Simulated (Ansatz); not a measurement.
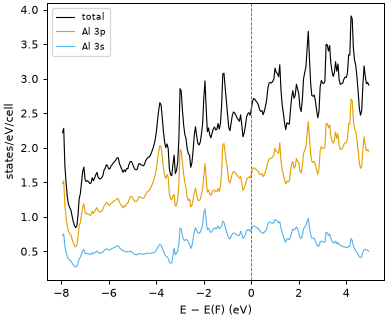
Fig. 1. Total and projected density of states of Al in space group Fd-3m (No. 227; Al on 8a, Al on 16d), PBE (plane waves, PAW; program Ansatz)

### Question
Which orbitals carry the states next to the Fermi level?

### Answer
Within 0.5 eV of the Fermi level: Al 3p 63 %, Al 3s 32 %. Projections are on Löwdin-orthogonalised atomic valence shells; empty p or d shells of many metals are not among them.

### Question
Where is the tallest occupied peak in this window, and what makes it?

### Answer
Near -1.1 eV, about 3.1 states/eV per cell; the largest projected share is Al 3p.

The start of the workflow was typed in or built on a structure type; neither database checked (COD, Materials Project) lists it. It is not the phase usual at ambient conditions (space group No. 225). The cell was relaxed with PBE under the symmetry of its start; its stability against distortions is not shown here.

Potentials: the later of the program's two PAW sets.
